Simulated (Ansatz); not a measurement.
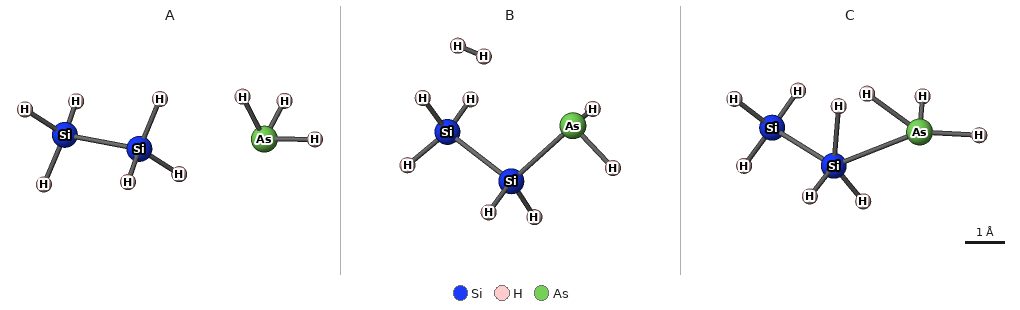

Three geometries of Si2AsH9: a saddle point and the two minima that it joins, in shuffled order. A ball-and-stick model, seen at a tilt. Sticks join atoms that are closer than about 1.2 times the sum of their covalent radii (a little more with hydrogen).

Stationary points at PBE0-D4/def2-TZVP, single-point energies with CCSD(T)/CBS, SPW92 (LDA), PBE0-D4, CAM-B3LYP-D4 (def2-TZVPP where no basis is named; Ansatz 0.2.0). The energies are electronic, without zero-point or thermal terms, and both ends are the minima reached downhill from the saddle, with any fragments still in contact. CCSD(T)/CBS stands for a frozen-core estimate: MP2 correlation extrapolated from def2-TZVPP and def2-QZVPP, CCSD(T) minus MP2 from the smaller set.

Q: Which frame is the transition state, what reaction does it lead through, and what barrier is to be expected?

A: Frame C is the saddle point. Counted by bonded pieces, A holds AsH₃ + Si₂H₆ and B holds H₂ + Si₂AsH₇. From A over the saddle to B, bonds form: As–Si (3.86 → 2.68 → 2.37 Å), H–H (3.25 → 1.06 → 0.75 Å). Bonds break: H–Si (1.49 → 1.79 → 4.67 Å), As–H (1.52 → 1.73 → 3.34 Å). The saddle has one imaginary mode, 1401i cm⁻¹. With CCSD(T)/CBS the barrier is 2.60 eV from A and 2.72 eV from B, and B lies 0.12 eV below A.

```tsv
level	barrier from A (eV)	barrier from B (eV)	B less A (eV)
CCSD(T)/CBS	2.60	2.72	−0.12
SPW92 (LDA)	1.78	1.88	−0.10
PBE0-D4	2.33	2.47	−0.15
CAM-B3LYP-D4	2.72	2.73	−0.01
```

Against CCSD(T)/CBS, CAM-B3LYP-D4 comes closest on the barrier from A (+0.12 eV) and SPW92 (LDA) misses most (−0.83 eV).

Limits of the set-up: the start holds two separate molecules, 3.3 Å apart at their closest, whose relative position is a soft coordinate.
